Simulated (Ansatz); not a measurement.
C$_{2}$H$_{2}$F$_{3}$ (SMILES [CH2]C(F)(F)F) (doublet)

The calculation's input:

```
crystal:
  periodic: [false, false, false]
  atoms:
    - {symbol: C, position_ang: [-0.811604, 0.325012, -0.461124]}
    - {symbol: C, position_ang: [0.326033, 1.181309, -0.892226]}
    - {symbol: F, position_ang: [0.106161, 2.494306, -0.603648]}
    - {symbol: F, position_ang: [0.556437, 1.077051, -2.230648]}
    - {symbol: F, position_ang: [1.493671, 0.828137, -0.261211]}
    - {symbol: H, position_ang: [-0.973929, -0.637067, -0.963364]}
    - {symbol: H, position_ang: [-1.359404, 0.588361, 0.452537]}
basis:
  gaussian:
    orbitals: def2-TZVPD
output: {forces: true, orbitals: {seedname: orbitals}}
magnetization:
  spin_polarized: true
  initial_magnetization: 1
hamiltonian:
  xc: {name: PBE0}
```

Command:

```sh
ansatz run input.yaml --threads 1 --pin off --max-ram 2610MiB --events-out events.jsonl --progress --plain --runs-dir runs
```

Geometry: BLYP-D3(BJ)/def2-SVP.

Theory: isolated molecule in a Gaussian basis; Kohn-Sham density functional theory, functional PBE0 in Ansatz.

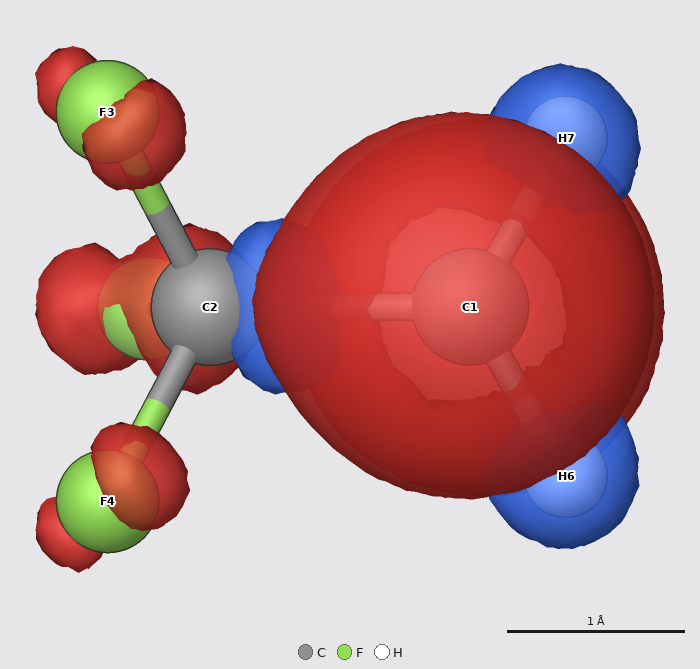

Figure 1. Isosurfaces of the spin density (α minus β) at +0.02 (red) and −0.02 e/Å³ (blue), seen at a tilt.

**Describe the spin distribution.**

The unpaired spin (1 electron) lies mostly on C1 (about 0.8), in electrons by Hirshfeld's partition.

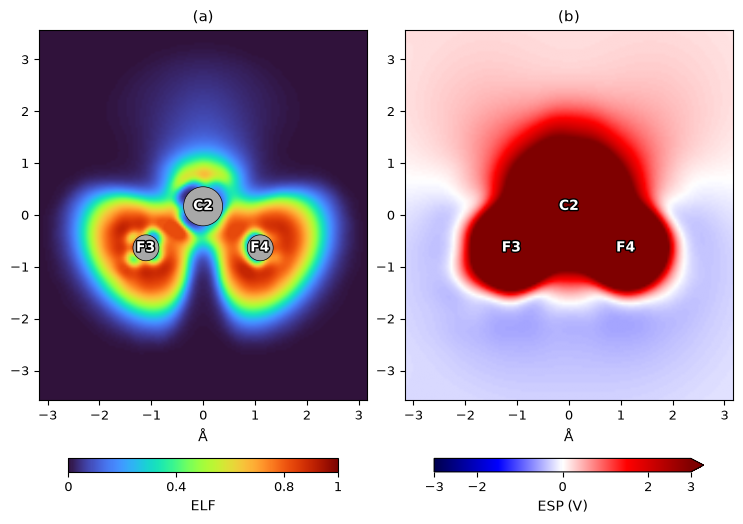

Figure 2. (a) ELF; (b) electrostatic potential on the plane of atoms F3, C2 and F4. Grey discs cover the atomic cores in the ELF map.

**Describe what can be read from this map.**

The plane passes through C and F nuclei. C–F (1.36 Å): the ELF peaks at about 0.85 between the atoms, as expected for a polar covalent bond. The ELF also peaks beside F4 and F3, away from the bonds: non-bonding electrons, paired or unpaired. Outside the dense part of the molecule the potential is most negative (−0.5 V) near F3 and F4.

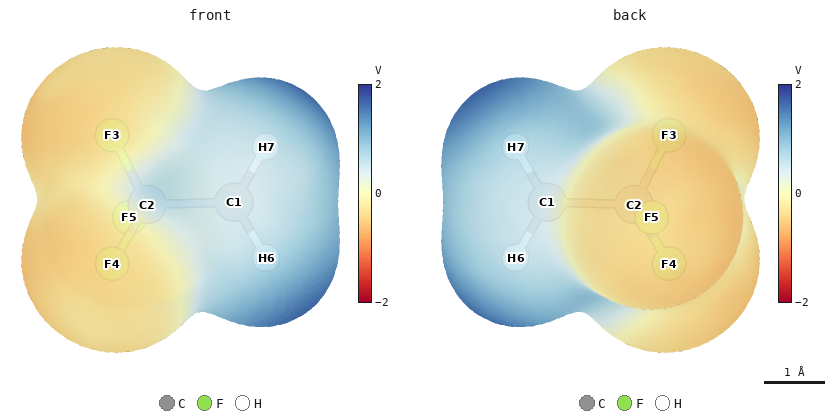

Figure 3. The electrostatic potential painted on the density surface at 0.002 e/bohr³, seen from the front and from behind; red is negative and blue positive.

**Where is the surface potential most negative and most positive?**

The most negative region (about −0.6 V) lies over F3, F4 and F5, the most positive (about +1.6 V) over H6 and H7.
